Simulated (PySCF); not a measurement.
Consider C₄H₁₁NO₂Si (SMILES CC(=O)O[SiH2]N(C)C).

```xyz
19

C     2.0848    0.1941   -0.3579
C     1.0514    0.8612    0.4992
O     1.2893    1.6401    1.3911
O    -0.1972    0.5082    0.1864
Si   -1.4700    1.2175    1.1227
N    -2.9774    0.6076    0.5744
C    -3.6428    1.1454   -0.5866
C    -3.4957   -0.6624    1.0204
H     1.8823    0.4078   -1.4175
H     2.0174   -0.8966   -0.2308
H     3.0852    0.5449   -0.0816
H    -1.2781    0.7888    2.5302
H    -1.4371    2.6801    0.8722
H    -3.2439    2.1395   -0.8382
H    -3.5252    0.5010   -1.4801
H    -4.7272    1.2585   -0.4021
H    -4.5755   -0.5894    1.2475
H    -2.9855   -0.9901    1.9386
H    -3.3704   -1.4615    0.2635
```

Geometry: PBE0-D3(BJ)/def2-SVP.

The calculation used PySCF, CAM-B3LYP/def2-SVPD, SCF density, gas phase.

Question: What can the converged electron density and electron localisation function tell about the bonding?

Answer: C–O (1.21 Å): ρ is about 3.4 e/Å³ halfway; the ELF peaks at about 0.85 between the atoms: a short, multiple covalent bond.
C–C (1.50 Å): ρ at the midpoint is about 1.8 e/Å³; the ELF peaks at about 1 between the atoms (localised, covalent bonding).
Si–N (1.72 Å): the density is about 1.1 e/Å³ at the midpoint; the ELF peaks at about 0.90 between the atoms; a polar covalent bond.
Si–O (1.73 Å): ρ is about 0.95 e/Å³ halfway; the ELF peaks at about 0.90 between the atoms, as expected for a polar covalent bond.

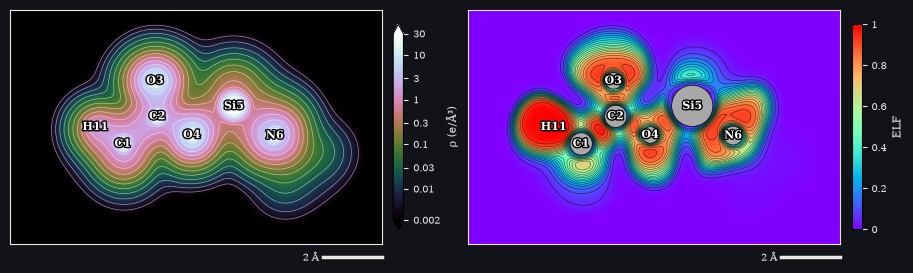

Computed electron density and electron localisation function on the plane of atoms O4, Si5 and N6, in this order. Grey discs cover the atomic cores in the ELF map. 
